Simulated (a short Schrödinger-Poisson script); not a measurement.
System: symmetric double-gate stack, SiO2 on p-type Si(100), at 300 K.

```
layer  material  thickness (nm)  Na (cm⁻³)
-----  --------  --------------  ---------
1          SiO2             1.6          -
2            Si              10       2e15
3          SiO2             1.6          -
```

The device is made up for the run: typed textbook-type constants, with dimensions and the other settings drawn at random. SiO2: permittivity 3.9, conduction-band edge (eV) 3.15, gap (eV) 9, electron mass (mₑ) 0.5. Si: permittivity 11.7, conduction-band edge (eV) 0, gap (eV) 1.124, Nv at 300 K (cm⁻³) 3.1e19.

Channel valleys (confinement mass, in-plane density-of-states mass, number): Δ2 0.916, 0.19, 2; Δ4 0.19, 0.417, 4. At the gates, both at one voltage, the conduction-band edge of layer 1 lies 3.22 eV − eVg above the Fermi level of the channel. Gaps are held at their typed values at every temperature. Mesh 0.03 nm at interfaces.

Solved with a short Schrödinger-Poisson script written for these runs: 1D Poisson equation in equilibrium, electrons quantum, Hartree (BenDaniel-Duke, 12 states a valley, the channel's in-plane mass for all, wave functions ending at the dielectric), parabolic valleys, classical holes, full ionisation, no traps, pinning or gate leakage.

Only gate voltages with over 1e8 electrons/cm² are shown.

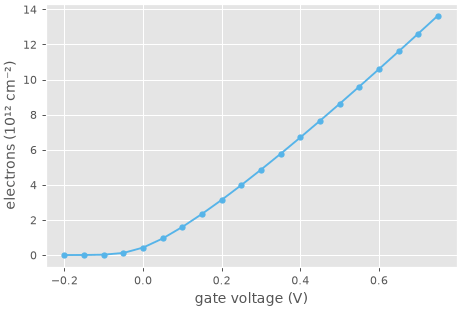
Sheet density against gate voltage

```csv
Vg (V),electrons (cm⁻²),C (μF/cm²),Δ2 E0 (meV),Δ2 E1 (meV),Δ4 E0 (meV),Δ4 E1 (meV)
-0.2,4.73e8,< 0.003,274.2,286.5,289.9,349.3
-0.15,3.25e9,0.0204,224.4,236.7,240.1,299.4
-0.1,2.16e10,0.130,175.5,187.7,191.2,250.4
-0.05,1.20e11,0.594,131.2,143.0,146.9,205.7
0,4.24e11,1.37,98.8,109.3,114.5,172.1
0.05,9.44e11,1.93,78.2,86.9,94.3,149.9
0.1,1.60e12,2.26,64.5,71.1,81.4,134.7
0.15,2.34e12,2.48,54.2,59.0,72.4,123.4
0.2,3.14e12,2.64,45.7,49.0,65.8,114.6
0.25,3.99e12,2.76,38.2,40.5,60.7,107.5
0.3,4.86e12,2.86,31.5,33.1,56.6,101.6
0.35,5.77e12,2.95,25.3,26.5,53.3,96.6
0.4,6.70e12,3.01,19.6,20.4,50.5,92.3
0.45,7.65e12,3.07,14.3,14.9,48.2,88.6
0.5,8.62e12,3.13,9.3,9.8,46.1,85.3
0.55,9.60e12,3.17,4.7,5.0,44.3,82.3
0.6,1.06e13,3.21,0.2,0.5,42.7,79.7
0.65,1.16e13,3.24,-4.0,-3.8,41.2,77.2
0.7,1.26e13,3.27,-8.0,-7.9,39.9,75.0
0.75,1.36e13,3.30,-11.9,-11.8,38.7,72.9
```

Subbands count from the Fermi level. The capacitance is that of both gates.
